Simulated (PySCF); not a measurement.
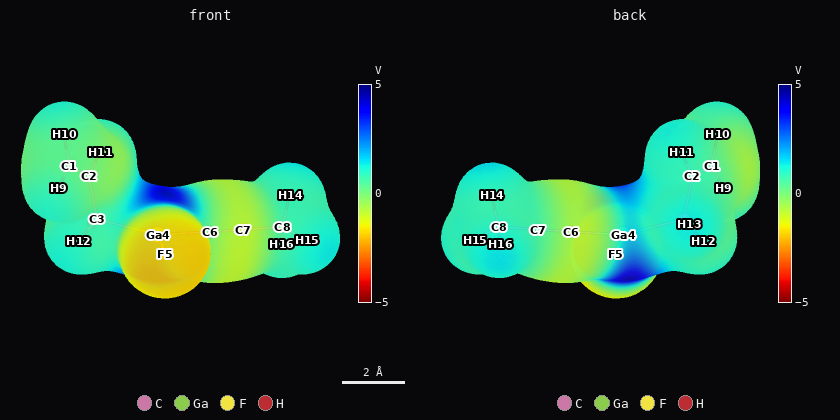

*C6H8FGa (SMILES C=C[CH2][Ga]([F])[C]#CC). The electrostatic potential painted on the density surface at 0.004 e/bohr³, seen from the front and from behind; the colour scale runs from red (negative) to blue (positive).*

Geometry: GFN2-xTB.

These are results of CAM-B3LYP/def2-SVPD, SCF density, gas phase in PySCF, not measurements.

Input file:

```
{"job": {"kind": "uv", "xc": "CAM-B3LYP", "basis": "def2-SVPD", "nstates": 8, "ntriplets": 3}, "charge": 0, "multiplicity": 1}
C     -3.644845     0.491370     0.351877
C     -2.590991     0.348946    -0.437184
C     -1.808479    -0.906288    -0.562198
Ga    -0.071011    -0.778846     0.556456
F     -0.254301    -1.273653     2.238645
C      1.764096    -0.186638     0.182832
C      2.896583     0.205075     0.016875
C      4.248919     0.670838    -0.196145
H     -4.005975    -0.319402     0.963758
H     -4.186110     1.420044     0.411740
H     -2.249145     1.183651    -1.041282
H     -2.358002    -1.755563    -0.146021
H     -1.532672    -1.104321    -1.600715
H      4.238639     1.731786    -0.443785
H      4.836936     0.522644     0.708590
H      4.708760     0.118348    -1.014853
```

Command:

```sh
OMP_NUM_THREADS=1 python probes_run.py task.json out
```

Question: Which sites attract a positive test charge, and which a negative one?

Answer: A positive charge is drawn to the negative regions and a negative charge to the positive ones. The most negative region (about −1.9 V) lies over F5, the most positive (about +4.2 V) over Ga4.

Question: How polar is the molecule by this calculation?

Answer: Its dipole moment is 3.24 D.
